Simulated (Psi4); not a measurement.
# B3LYP/6-31G(d) (spherical functions) run of BSiN2H5 (SMILES N[SiH]1BN1)

What is the vertical ionisation energy of BSiN2H5 at B3LYP/6-31G* (spherical functions)? 

The calculation is run with Psi4 1.11.

1 further run of the same task is left out (set aside as unsound or not needed). Runs told in other sessions of the task aren't counted.

**1. The molecule**

BSiN2H5: 9 atoms, total charge 0, spin state singlet. SMILES: `N[SiH]1BN1`. Geometry: relaxed at PBE0-D4/def2-TZVP. This is one conformer, not always the lowest.

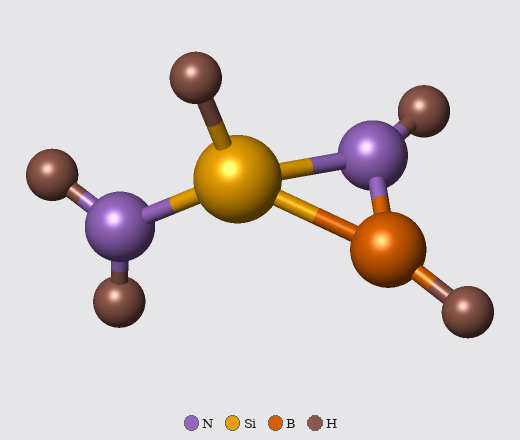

Viewed from a chosen angle; nitrogen purple, silicon amber, boron orange, hydrogen brown.

**2. A single-point energy at B3LYP/6-31G(d) (spherical functions)**

job.json reads:

```json
{
 "schema_name": "qcschema_input",
 "schema_version": 1,
 "molecule": {
  "schema_name": "qcschema_molecule",
  "schema_version": 2,
  "symbols": ["N", "Si", "B", "N", "H", "H", "H", "H", "H"],
  "geometry": [-1.20526732, 3.00107406, 0.41233824, 0.48925009, 0.33164693, 1.00249971, -0.44200694, -3.07231673, 0.20824782, 1.22926684, -1.8360579, -1.39537377, -0.41819639, 4.73055141, 0.40232269, -2.95137426, 2.98066502, -0.33504844, 2.72347329, 1.17333095, 2.46647054, -1.40085398, -5.10679588, 0.21618467, 2.14294943, -2.28959217, -3.01014474],
  "molecular_charge": 0,
  "molecular_multiplicity": 1,
  "fix_symmetry": "c1",
  "fix_com": true,
  "fix_orientation": true
 },
 "driver": "energy",
 "model": {
  "method": "b3lyp",
  "basis": "6-31G*"
 },
 "keywords": {
  "puream": true,
  "e_convergence": 1e-09,
  "d_convergence": 1e-08,
  "scf_type": "pk",
  "dft_radial_points": 99,
  "dft_spherical_points": 590,
  "scf_properties": ["DIPOLE", "WIBERG_LOWDIN_INDICES", "LOWDIN_CHARGES"]
 }
}
```

Started as:

```bash
$ psi4 --qcschema job.json -n 1 --memory 2200MB
```

stdout:

```text
[...]
  Running in c1 symmetry.
[...]
  Nuclear repulsion =  149.962674471596983
[...]
  Multiplicity = 1
[...]
  Nalpha       = 19
  Nbeta        = 19
[...]
    Number of basis functions: 70
[...]
   @RKS iter   1:  -426.41692707715873    3.95729e-03   1.42496e-02 DIIS/ADIIS
[...]
   @RKS iter  12:  -426.87450065811299   -1.64846e-12   4.07929e-09 DIIS
[...]
    Orbital Energies [Eh]
    ---------------------
    Doubly Occupied:
       1A    -66.121413     2A    -14.314481     3A    -14.304324
       4A     -6.734531     5A     -5.277034     6A     -3.636987
       7A     -3.635117     8A     -3.633642     9A     -0.860819
      10A     -0.840457    11A     -0.573814    12A     -0.500077
      13A     -0.485197    14A     -0.424982    15A     -0.378703
      16A     -0.336190    17A     -0.296268    18A     -0.271502
      19A     -0.225799
[...]
  @RKS Final Energy:  -426.87450065811299
   => Energetics <=
    Nuclear Repulsion Energy =            149.9626744715969835
    One-Electron Energy =                -884.3987929734948921
    Two-Electron Energy =                 340.5049295591973646
    DFT Exchange-Correlation Energy =     -32.9433117154124417
    Empirical Dispersion Energy =           0.0000000000000000
    VV10 Nonlocal Energy =                  0.0000000000000000
    Total Energy =                       -426.8745006581129928
[...]
 Multipole Moments:
 ------------------------------------------------------------------------------------
     Multipole            Electronic (a.u.)      Nuclear  (a.u.)        Total (a.u.)
 ------------------------------------------------------------------------------------
 L = 1.  Multiply by 2.5417464519 to convert [e a0] to [Debye]
 Dipole X            :         -4.8657136            4.9034613            0.0377477
 Dipole Y            :          1.6455303           -1.0752542            0.5702762
 Dipole Z            :         -8.5562314            7.9347710           -0.6214603
 Magnitude           :                                                    0.8443061
[...]
```

The result, in JSON:

```text
{
 "driver": "energy",
 "model": {
  "method": "b3lyp",
  "basis": "6-31G*"
 },
 "success": true,
 "return_result": -426.874500658113,
 "properties": {
  "calcinfo_nbasis": 70,
  "calcinfo_nmo": 70,
  "calcinfo_nalpha": 19,
  "calcinfo_nbeta": 19,
  "calcinfo_natom": 9,
  "nuclear_repulsion_energy": 149.96267447159698,
  "return_energy": -426.874500658113,
  "scf_one_electron_energy": -884.3987929734949,
  "scf_two_electron_energy": 340.50492955919736,
  "scf_xc_energy": -32.94331171541244,
  "scf_dipole_moment": [0.03774773093472472, 0.5702761514665968, -0.6214603472853639],
  "scf_total_energy": -426.874500658113,
  "scf_iterations": 12
 }
}
```

Wall time 17 s (1 thread of Intel Xeon Platinum 8259CL at 2.50GHz (Skylake/Cascade Lake), shared host); peak memory 1.1 GiB.

**3. The doublet cation: energy and gradient at UB3LYP/6-31G(d) (spherical functions)**

input.inp reads:

```
memory 2.2 GB

molecule geom {
  1 2
  N
  Si 1 1.70207
  B 2 1.914206 1 127.23337
  N 3 1.389339 2 61.77956 1 99.73395
  H 1 1.00553 2 122.55607 4 -107.4643
  H 1 1.005143 5 112.85974 2 -166.95653
  H 2 1.482017 1 105.47236 6 -170.86196
  H 3 1.190185 4 134.38438 2 178.29311
  H 4 1.010714 3 135.16131 8 -0.87641
  symmetry c1
  no_reorient
  no_com
}

set globals {
  basis 6-31G*
  reference uks
  puream true
  e_convergence 1e-09
  d_convergence 1e-08
  scf_type pk
  dft_radial_points 99
  dft_spherical_points 590
  maxiter 100
}

result, w = gradient('b3lyp', return_wfn=True)
oeprop(w, 'QUADRUPOLE', 'MULLIKEN_CHARGES', 'LOWDIN_CHARGES', title='B3LYP')
print_variables()
```

Started as:

```bash
$ psi4 -i input.inp -o input.out -n 1
```

input.out (excerpt; [...] marks lines left out):

```text
[...]
  Running in c1 symmetry.
[...]
  Nuclear repulsion =  149.962672959193355
[...]
  Multiplicity = 2
[...]
  Nalpha       = 19
  Nbeta        = 18
[...]
    Number of basis functions: 70
[...]
   @UKS iter   1:  -426.19847596086248    2.22408e-01   1.29327e-02 DIIS/ADIIS
[...]
   @UKS iter  16:  -426.55900997676457   -2.78533e-12   9.56890e-09 DIIS
[...]
   @S^2 Observed:                7.576386969E-01
[...]
  @UKS Final Energy:  -426.55900997676457
   => Energetics <=
    Nuclear Repulsion Energy =            149.9626729591933554
    One-Electron Energy =                -874.9582292444487166
    Two-Electron Energy =                 331.1072943913802078
    DFT Exchange-Correlation Energy =     -32.6707480828894177
    Empirical Dispersion Energy =           0.0000000000000000
    VV10 Nonlocal Energy =                  0.0000000000000000
    Total Energy =                       -426.5590099767645711
  UHF NO Occupations:
  HONO-2 :   17  A 1.9997419
  HONO-1 :   18  A 1.9968246
[...]
  -Total Gradient:
     Atom            X                  Y                   Z
    ------   -----------------  -----------------  -----------------
       1       -0.006040354629     0.016045216197    -0.010006064868
       2       -0.013261683322    -0.065387708008     0.023253362328
       3       -0.050759459561     0.030074901685    -0.029735182476
       4        0.057911424273     0.025197232400    -0.005328739725
       5        0.008318565048    -0.013748197702     0.006846195585
       6       -0.002563034870     0.009383621020     0.008850724643
       7        0.003969351937     0.006139597933    -0.002200291119
       8        0.013285577270    -0.004197698039     0.003606703115
       9       -0.010862920377    -0.003500425629     0.004718437625
[...]
 Multipole Moments:
 ------------------------------------------------------------------------------------
[...]
```

Run time: 43 s. Hardware: 1 thread of Intel Xeon Platinum 8259CL at 2.50GHz (Skylake/Cascade Lake), shared host; peak memory 1.1 GiB.

**4. Summary of results**

At B3LYP/6-31G* (spherical functions):

```
                                          quantity          value
                     singlet BSiN2H5: total energy  -426.87450 Eh
                    singlet BSiN2H5: dipole moment         2.15 D
                      singlet BSiN2H5: HOMO energy       -6.14 eV
                      singlet BSiN2H5: LUMO energy        0.20 eV
                    singlet BSiN2H5: HOMO–LUMO gap        6.35 eV
                      doublet cation: total energy  -426.55901 Eh
doublet cation: HOMO energy (highest over α and β)      -13.40 eV
 doublet cation: LUMO energy (lowest over α and β)      -11.01 eV
                              doublet cation: ⟨S²⟩          0.758
          doublet cation: largest force on an atom     3.633 eV/Å
vertical ionisation energy (to the doublet cation)       8.585 eV
```

In words: Removing an electron at fixed nuclei costs 8.58 eV (828 kJ/mol). −ε(HOMO) before ionisation, 6.14 eV, is 2.44 eV below this ionisation energy.
